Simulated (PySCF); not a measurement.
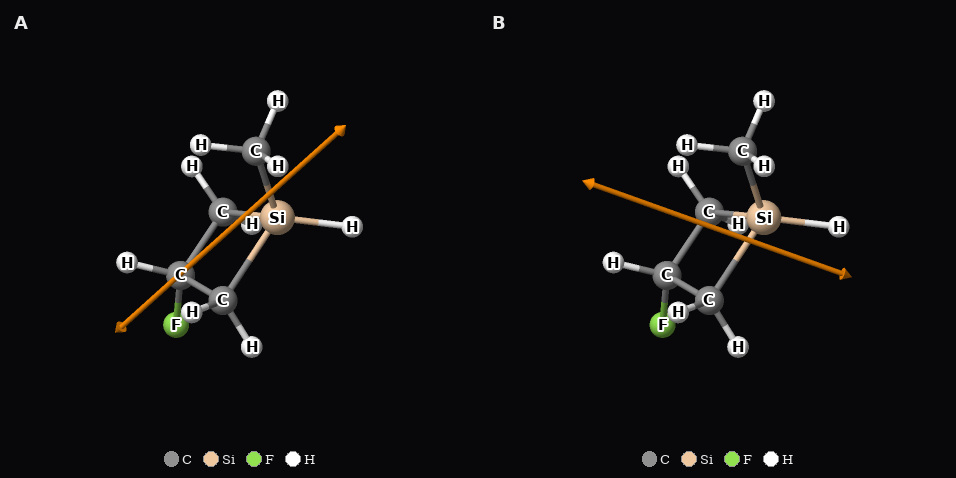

The double arrows show the directions of two transition dipoles from the ground state (lengths mean nothing). Computed geometry: GFN2-xTB optimisation. No frequency run is at hand to confirm it as a minimum. Level of theory: TDDFT ωB97X-D/def2-SVPD, vertical, gas phase, core orbitals frozen in the response (PySCF 2.14.0).

Question: One belongs to singlet state 2 and one to singlet state 6. Which is which?

Answer: A: state 2, 7.82 eV (158 nm), oscillator strength 0.12, mainly HOMO → LUMO+1 (weight 0.85).
B: state 6, 8.28 eV (150 nm), oscillator strength 0.019, of mixed character, with the largest part HOMO−1 → LUMO (weight 0.43).

The geometry is semi-empirical. Around Si such bond lengths and angles can be off by a tenth of an ångström or more and by several degrees, and values that hang on the shape move with them.
